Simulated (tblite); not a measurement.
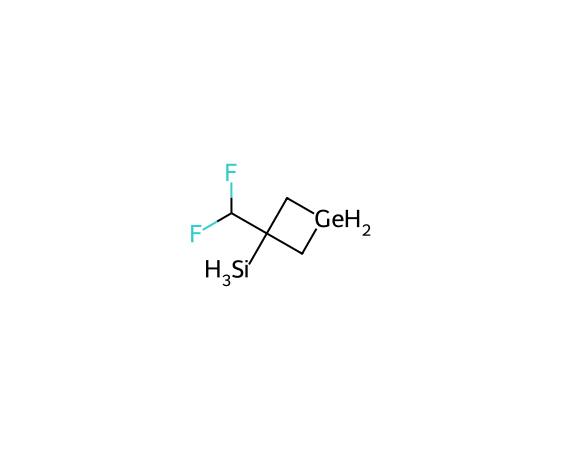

Source: calculation with tblite.

Write the SMILES.

FC(F)C1([SiH3])[CH2][GeH2][CH2]1

What is the molecular formula?

C4H10F2GeSi.

An optimisation with GFN2-xTB gave a structure of which point group?

C1. Other conformers may differ.
